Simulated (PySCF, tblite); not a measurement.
**CH₁₁NSi₃: geometry, infrared bands and NMR shifts**

Wanted: the infrared bands and NMR shifts of CH₁₁NSi₃ (`C[SiH2]N([SiH3])[SiH3]`), by calculation.

Programs: tblite 0.8.0 and PySCF 2.14.0, with density-fitted response routines of our own. Each step states its level of theory. These are calculated values for one molecule in the gas phase, unless marked as measured. Atoms are numbered from 0 throughout.

## 1. The molecule as given

16 atoms, charge 0, multiplicity 1; geometry from: force field or distance geometry start.

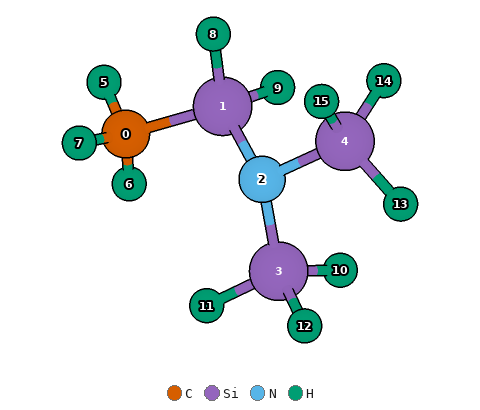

As it starts; carbon orange, silicon purple, nitrogen blue, hydrogen teal, atoms numbered; sticks join atoms by distance.

## 2. Relaxing the molecule with GFN2-xTB

The job: settings as JSON, then the geometry in Å.

```
{"job": {"kind": "relax", "xc": "GFN2-xTB", "basis": "xTB"}, "charge": 0, "multiplicity": 1}
C     -2.358300    -0.660000     0.353400
Si    -1.017800     0.494800    -0.176100
N      0.539700     0.200700     0.673400
Si     1.206100    -1.405600     0.381500
Si     1.674800     1.525500     0.354700
H     -3.307700    -0.332600    -0.168700
H     -2.188700    -1.705400     0.014900
H     -2.598900    -0.594300     1.445800
H     -1.418200     1.868400     0.163000
H     -0.858600     0.454600    -1.629800
H      1.625400    -1.633400    -0.993400
H      0.294900    -2.494800     0.788700
H      2.418700    -1.521600     1.235500
H      3.073500     1.069400     0.424100
H      1.378200     2.129300    -0.957900
H      1.529300     2.614000     1.347100
```

Launch:

```sh
> OMP_NUM_THREADS=1 python probes_run.py task.json out
```

This one command runs all jobs of the session in turn.

Output:

```text
step      E/eV     max force
  0    -432.96628    2.013
  1    -433.08965    0.963
  2    -433.13173    0.718
  3    -433.15880    0.523
  4    -433.19060    0.330
  5    -433.20672    0.269
  6    -433.21940    0.300
  7    -433.23204    0.294
  8    -433.24618    0.290
  9    -433.25938    0.275
 10    -433.27174    0.266
 11    -433.28459    0.307
 12    -433.29786    0.295
 13    -433.31033    0.305
 14    -433.31894    0.186
 15    -433.32324    0.144
 16    -433.32693    0.168
 17    -433.33244    0.243
 18    -433.33832    0.217
 19    -433.34312    0.211
 20    -433.34653    0.172
 21    -433.34945    0.227
 22    -433.35240    0.246
 23    -433.35471    0.145
 24    -433.35592    0.075
 25    -433.35669    0.074
 26    -433.35759    0.130
 27    -433.35873    0.138
 28    -433.35979    0.082
 29    -433.36050    0.062
 30    -433.36091    0.068
 31    -433.36127    0.081
 32    -433.36168    0.066
 33    -433.36218    0.066
 34    -433.36281    0.068
 35    -433.36351    0.091
 36    -433.36408    0.080
 37    -433.36446    0.042
 38    -433.36478    0.049
 39    -433.36516    0.060
 40    -433.36560    0.076
 41    -433.36591    0.050
 42    -433.36608    0.039
 43    -433.36623    0.035
 44    -433.36645    0.056
 45    -433.36676    0.071
 46    -433.36706    0.057
 47    -433.36728    0.036
 48    -433.36746    0.046
 49    -433.36772    0.053
 50    -433.36817    0.067
 51    -433.36875    0.064
 52    -433.36922    0.049
 53    -433.36950    0.041
 54    -433.36972    0.035
 55    -433.36999    0.044
 56    -433.37042    0.055
 57    -433.37090    0.061
 58    -433.37127    0.044
 59    -433.37146    0.035
 60    -433.37158    0.036
 61    -433.37171    0.040
 62    -433.37190    0.034
 63    -433.37223    0.038
 64    -433.37242    0.037
 65    -433.37259    0.025
 66    -433.37270    0.021
 67    -433.37280    0.025
 68    -433.37293    0.031
 69    -433.37308    0.027
 70    -433.37321    0.026
 71    -433.37332    0.028
 72    -433.37343    0.032
 73    -433.37358    0.030
 74    -433.37374    0.030
 75    -433.37385    0.038
 76    -433.37393    0.026
 77    -433.37402    0.022
 78    -433.37415    0.025
 79    -433.37427    0.025
 80    -433.37433    0.016
 81    -433.37436    0.011
 82    -433.37438    0.012
 83    -433.37442    0.017
 84    -433.37448    0.020
 85    -433.37454    0.023
 86    -433.37458    0.022
 87    -433.37463    0.018
 88    -433.37469    0.028
 89    -433.37481    0.034
 90    -433.37497    0.032
 91    -433.37513    0.034
 92    -433.37526    0.035
 93    -433.37540    0.029
 94    -433.37560    0.038
 95    -433.37585    0.039
 96    -433.37608    0.038
 97    -433.37628    0.047
 98    -433.37648    0.053
 99    -433.37674    0.048
100    -433.37714    0.069
101    -433.37755    0.051
102    -433.37815    0.050
103    -433.37850    0.050
104    -433.37896    0.048
105    -433.37949    0.053
106    -433.37991    0.049
107    -433.38047    0.051
108    -433.38128    0.060
109    -433.38244    0.108
110    -433.38389    0.089
111    -433.38486    0.125
112    -433.38655    0.063
113    -433.38776    0.056
114    -433.38903    0.056
115    -433.38947    0.090
116    -433.38990    0.046
117    -433.39018    0.038
118    -433.39054    0.036
119    -433.39076    0.070
120    -433.39098    0.041
121    -433.39118    0.034
122    -433.39152    0.037
123    -433.39171    0.040
124    -433.39183    0.029
125    -433.39195    0.026
126    -433.39206    0.027
127    -433.39214    0.021
128    -433.39218    0.017
129    -433.39221    0.009
```

Wall time 1.3 s (1 thread of Arm Neoverse N1, shared host); peak memory 0.18 GiB.

The steps of the relaxation: (not every step is listed)

| step | energy from step 0 (eV) | largest force (eV/Å) |
| --- | --- | --- |
| 0 | 0.0000 | 2.0131 |
| 1 | -0.1234 | 0.9627 |
| 2 | -0.1655 | 0.7175 |
| 3 | -0.1925 | 0.5231 |
| 4 | -0.2243 | 0.3299 |
| 5 | -0.2404 | 0.2695 |
| 6 | -0.2531 | 0.2996 |
| 7 | -0.2658 | 0.2945 |
| 8 | -0.2799 | 0.2897 |
| 19 | -0.3768 | 0.2107 |
| 30 | -0.3946 | 0.0682 |
| 41 | -0.3996 | 0.0503 |
| 52 | -0.4029 | 0.0489 |
| 63 | -0.4060 | 0.0377 |
| 74 | -0.4075 | 0.0297 |
| 85 | -0.4083 | 0.0226 |
| 96 | -0.4098 | 0.0377 |
| 107 | -0.4142 | 0.0510 |
| 118 | -0.4243 | 0.0357 |
| 124 | -0.4256 | 0.0293 |
| 125 | -0.4257 | 0.0261 |
| 126 | -0.4258 | 0.0266 |
| 127 | -0.4259 | 0.0214 |
| 128 | -0.4259 | 0.0171 |
| 129 | -0.4259 | 0.0086 |

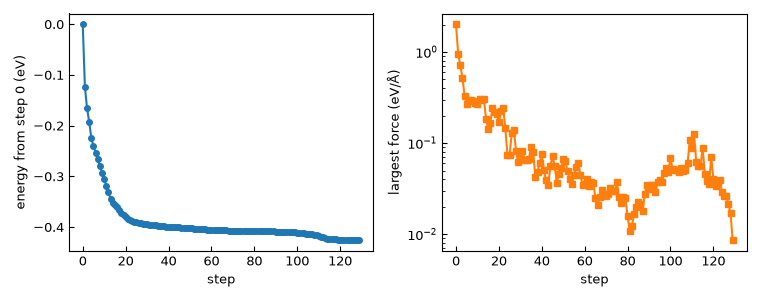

Energy and force, step by step.

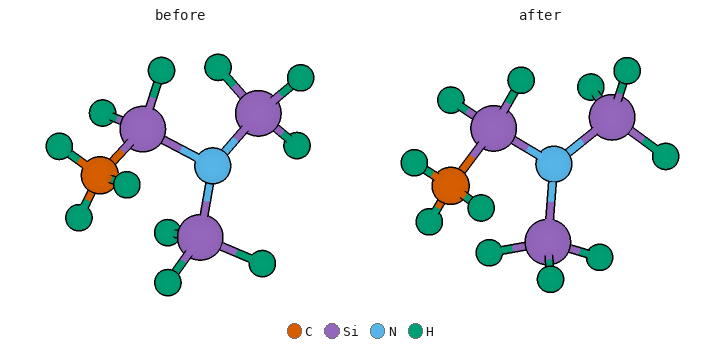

The geometry before (left) and after (right).

Close pairs (by a distance rule), those that changed most:

| bond | before (Å) | after (Å) | change (Å) |
| --- | --- | --- | --- |
| Si1–N2 | 1.798 | 1.747 | -0.051 |
| C0–H5 | 1.132 | 1.085 | -0.046 |
| C0–Si1 | 1.847 | 1.891 | +0.044 |
| C0–H7 | 1.121 | 1.085 | -0.035 |
| N2–Si4 | 1.773 | 1.744 | -0.030 |
| Si3–H12 | 1.488 | 1.461 | -0.027 |
| C0–H6 | 1.112 | 1.085 | -0.027 |
| Si4–H15 | 1.480 | 1.461 | -0.019 |

The next job starts from the end point, and lists it.

## 3. Harmonic vibrations with GFN2-xTB

The job: settings as JSON, then the geometry in Å.

```
{"job": {"kind": "ir", "xc": "GFN2-xTB", "basis": "xTB"}, "charge": 0, "multiplicity": 1}
C     -2.230315    -0.774940     0.261963
Si    -1.050886     0.622322    -0.220790
N      0.587179     0.255865     0.264943
Si     1.109664    -1.407163     0.359881
Si     1.720134     1.577748     0.364082
H     -3.248561    -0.520544    -0.014784
H     -1.973349    -1.704307    -0.235677
H     -2.214755    -0.957475     1.331802
H     -1.442037     1.860734     0.461288
H     -1.087946     0.824648    -1.678342
H      0.798847    -2.092846    -0.898988
H      0.414349    -2.057975     1.474035
H      2.552281    -1.417469     0.589168
H      2.843923     1.138928     1.187695
H      2.176716     1.952683    -0.978963
H      1.037158     2.708735     0.988758
```

Output:

```text
mode    cm-1     km/mol
  1      11.9      0.54
  2      17.4      0.30
  3      87.2      1.40
  4     146.0      0.21
  5     161.1      0.76
  6     196.8      2.06
  7     216.7      1.29
  8     230.3      1.77
  9     468.4     40.01
 10     491.2      1.69
 11     557.2      1.00
 12     564.9     17.50
 13     577.8     68.28
 14     595.1     55.17
 15     624.3    106.51
 16     697.1    157.08
 17     760.8     27.68
 18     768.2     19.85
 19     772.4     65.22
 20     777.8     13.72
 21     782.5    251.42
 22     790.3    134.13
 23     804.9    901.73
 24     822.5    452.57
 25     824.3    264.12
 26     849.2     17.75
 27     958.9    583.94
 28     981.3    454.52
 29    1371.3     16.68
 30    1488.3      0.42
 31    1491.5      0.55
 32    2174.0    182.43
 33    2205.8     73.44
 34    2215.8    729.18
 35    2222.2    285.74
 36    2226.8    281.61
 37    2258.6    111.54
 38    2267.0    333.84
 39    2278.0    580.77
 40    3044.0     33.94
 41    3047.3     47.17
 42    3048.9      6.56
```

It took 0.87 s on 1 thread of Arm Neoverse N1, shared host; peak memory 0.18 GiB.

The strongest bands and the atoms that carry them (share of the mass-weighted mode):

| cm⁻¹ | km/mol | atoms |
| --- | --- | --- |
| 805 | 901.7 | H15 18 %, H14 17 %, H13 10 % |
| 822 | 452.6 | H7 14 %, H12 14 %, H11 11 %, H5 11 % |
| 959 | 583.9 | N2 74 %, Si1 15 % |
| 981 | 454.5 | N2 78 % |
| 2216 | 729.2 | H10 41 %, H14 40 % |
| 2222 | 285.7 | H8 53 %, H11 34 % |
| 2267 | 333.8 | H15 75 %, H13 12 % |
| 2278 | 580.8 | H12 50 %, H13 46 % |

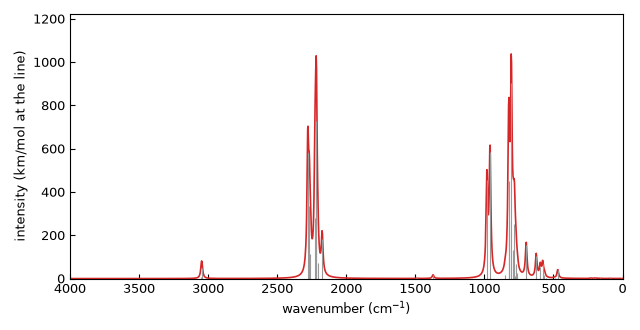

The infrared spectrum from these modes, unscaled. Lines are broadened to a width of 14 cm⁻¹ (Lorentzian).

## 4. Nuclear shieldings: PBE0/pcSseg-1

Same as in step 3 but for these lines:

```diff
@@ -1,2 +1,2 @@
-{"job": {"kind": "ir", "xc": "GFN2-xTB", "basis": "xTB"}, "charge": 0, "multiplicity": 1}
+{"job": {"kind": "nmr", "xc": "PBE0", "basis": "pcSseg-1"}, "charge": 0, "multiplicity": 1}
 C     -2.230315    -0.774940     0.261963
```

Method: GIAO PBE0/pcSseg-1 NMR shielding, non-relativistic, gas phase.

Output:

```text
coarse grid: 13840 points
cycle   1  E = -967.3895728255  dE =  7.240e-02  |g| = 5.276e-01  |ddm| = 3.493e+00
cycle   2  E = -967.3213505647  dE =  6.822e-02  |g| = 7.514e-01  |ddm| = 1.071e+00
cycle   3  E = -967.4481203840  dE = -1.268e-01  |g| = 9.560e-02  |ddm| = 7.462e-01
cycle   4  E = -967.4500559718  dE = -1.936e-03  |g| = 2.845e-02  |ddm| = 1.067e-01
cycle   5  E = -967.4502568376  dE = -2.009e-04  |g| = 6.000e-03  |ddm| = 2.785e-02
cycle   6  E = -967.4502649418  dE = -8.104e-06  |g| = 6.559e-04  |ddm| = 6.992e-03
final grid: 117072 points
cycle   7  E = -967.4748377550  dE = -1.570e-05  |g| = 6.201e-03  |ddm| = 1.748e-02
cycle   8  E = -967.4748296963  dE =  8.059e-06  |g| = 8.581e-03  |ddm| = 1.222e-02
cycle   9  E = -967.4748464890  dE = -1.679e-05  |g| = 9.709e-04  |ddm| = 7.464e-03
cycle  10  E = -967.4748466853  dE = -1.963e-07  |g| = 2.029e-04  |ddm| = 8.988e-04
cycle  11  E = -967.4748466948  dE = -9.461e-09  |g| = 2.357e-05  |ddm| = 1.836e-04
cycle  12  E = -967.4748466949  dE = -1.094e-10  |g| = 5.788e-06  |ddm| = 3.745e-05
converged SCF energy = -967.4748466949

GIAO shielding tensors (ppm)
atom      isotropic    diamagn.    paramagn.     s11        s22        s33       span
  0 C      190.562     255.382     -64.819    184.773    189.385    197.529     12.755
  1 Si     374.037     881.755    -507.718    327.291    363.061    431.758    104.467
  2 N      277.894     332.835     -54.940    265.753    278.922    289.008     23.255
  3 Si     399.259     881.037    -481.778    360.537    371.821    465.419    104.882
  4 Si     392.796     879.962    -487.167    339.378    365.785    473.224    133.845
  5 H       31.599      29.267       2.333     27.278     27.818     39.702     12.424
  6 H       31.078      32.203      -1.125     26.530     29.726     36.979     10.449
  7 H       31.124      31.783      -0.659     26.901     28.961     37.510     10.609
  8 H       26.740      30.934      -4.193     22.814     26.001     31.406      8.592
  9 H       26.720      30.628      -3.908     22.818     25.293     32.049      9.231
 10 H       26.928      30.565      -3.636     23.639     24.876     32.269      8.630
 11 H       26.973      30.820      -3.847     23.119     25.648     32.151      9.032
 12 H       27.004      30.236      -3.231     23.414     25.920     31.678      8.264
 13 H       26.902      29.532      -2.630     23.249     25.591     31.866      8.617
 14 H       26.909      29.193      -2.284     23.149     24.702     32.876      9.727
 15 H       26.879      29.565      -2.685     23.365     25.441     31.832      8.467
```

It took 31 s on 1 thread of Arm Neoverse N1, shared host; peak memory 0.74 GiB.

Shifts follow as δ = σ(reference) − σ, with reference shieldings (ppm) from runs at the same level and on the same kind of geometry: ¹H TMS 31.72, ¹³C TMS 186.9, ²⁹Si TMS 349.2, ¹⁵N NH3 267.7. The references are single molecules in the gas phase, so shifts against H2O, NH3, PH3, H3PO4 or CFCl3 are not on the usual liquid scales and can be off by tens of ppm. Atoms listed in one row are averaged.

| atoms | environment | σ (ppm) | δ (ppm) | δ scaled to CDCl3 |
| --- | --- | --- | --- | --- |
| C0 | methyl carbon bonded to Si | 190.6 | -3.6 | -5.5 |
| H8, H9 | hydrogen on a silicon bonded to C, N | 26.73 | 4.99 | – |
| H10, H11, H12, H13, H14, H15 | hydrogen on a silicon bonded to N | 26.93 | 4.78 | – |
| H5, H6, H7 | hydrogen on a methyl carbon bonded to Si | 31.27 | 0.45 | 0.53 |
| Si1 | silicon bonded to C, N, 2 H | 374.0 | -24.9 | – |
| Si3, Si4 | silicon bonded to N, 3 H | 396.0 | -46.9 | – |
| N2 | nitrogen bonded to 3 Si | 277.9 | -10.2 | – |

The scaled column applies a straight-line fit of computed shieldings to shifts measured in CDCl3 (root-mean-square error 0.16 ppm for H, 1.9 ppm for C).

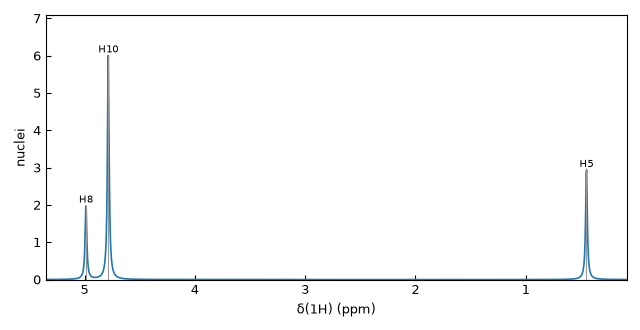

¹H lines at the computed shifts, without couplings. Lines are broadened to a width of 0.02 ppm (Lorentzian).

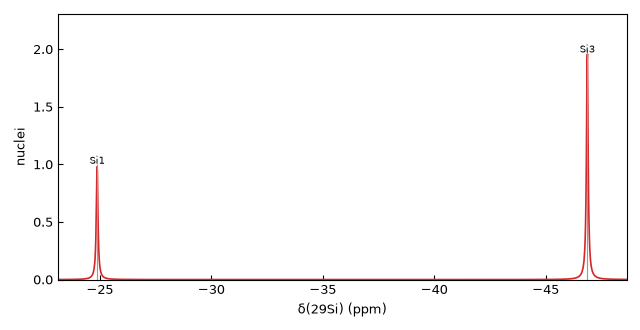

²⁹Si lines at the computed shifts, without couplings. Lines are broadened to a width of 0.09 ppm (Lorentzian).

Charges from the same density, by scheme (e):

| atoms | Mulliken | IAO | Hirshfeld | ESP fit |
| --- | --- | --- | --- | --- |
| C0 | -0.66 | -0.72 | -0.21 | -0.64 |
| Si1 | 0.79 | 0.89 | 0.37 | 0.73 |
| N2 | -1.09 | -1.03 | -0.35 | -0.53 |
| Si3, Si4 | 0.63 | 0.74 | 0.35 | 0.44 |

ESP fit charges:

C0 -0.64; Si1 0.73; N2 -0.53; Si3 0.46; Si4 0.42; H5 0.16; H6 0.15; H7 0.16; H8 -0.16; H9 -0.17; H10 -0.10; H11 -0.10; H12 -0.09; H13 -0.08; H14 -0.10; H15 -0.09

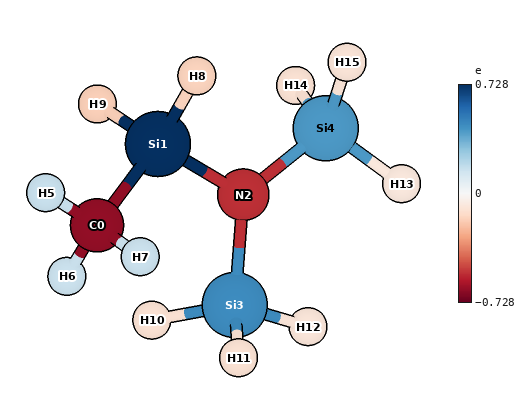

ESP fit charges, as colours on the atoms.

Mayer bond orders: C0–Si1 0.96, Si1–N2 0.88, N2–Si3 0.89, N2–Si4 0.90.

## 5. Summary of results

| quantity | value |
| --- | --- |
| strongest single infrared mode (GFN2-xTB) | 805 cm⁻¹, 902 km/mol |
| zero-point energy (GFN2-xTB) | 67.0 kcal/mol |
| ¹³C shifts against TMS (PBE0/pcSseg-1) | -3.6 ppm |
| ¹H shifts against TMS (PBE0/pcSseg-1, means over atoms taken as alike) | 4.99, 4.78, 0.45 ppm |
| ²⁹Si shifts against TMS (PBE0/pcSseg-1, means over atoms taken as alike) | -24.9, -46.9 ppm |
| ¹⁵N shifts against NH3 (PBE0/pcSseg-1) | -10.2 ppm |

Over 129 steps the energy fell by 0.426 eV; of the close pairs, Si1–N2 changed most, 1.798 to 1.747 Å. All 42 modes are real, so the xTB geometry is a minimum. The strongest single mode, at 805 cm⁻¹, is spread over many atoms; the largest shares are those of H15, H14. Unscaled tight-binding wavenumbers are off by several per cent, some by more. Its intensities can rank the bands wrongly. At PBE0/pcSseg-1: Shielding is most anisotropic at Si3, Si4 (span 119 ppm, paramagnetic term -484 ppm).
